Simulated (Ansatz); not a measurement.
**Pressure series in Ti3Al**

The reference is Ti3Al (space group P6_3/mmc, No. 194; a = 5.755 Å, c = 4.655 Å).

Cell and atoms are relaxed at each pressure.

Calculations: DFT with PBE, PAW potentials and a 420 eV plane-wave cutoff in Ansatz (a first-principles code), no spin-orbit coupling, earlier PAW set.

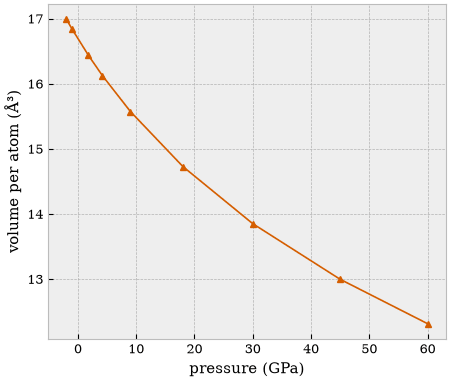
Volume against pressure

Problem. Estimate the zero-pressure bulk modulus from the plot.

Solution. About 120 GPa; a third-order Birch–Murnaghan fit to the points gives V₀ = 16.69 Å³/atom, B₀ = 116 GPa and B₀′ = 3.6.

Load acts through the strain it causes; cell and atoms are relaxed under it. Whether these cells are dynamically stable was not tested. Competing high-pressure phases were not computed. The final runs are not spin-polarised.
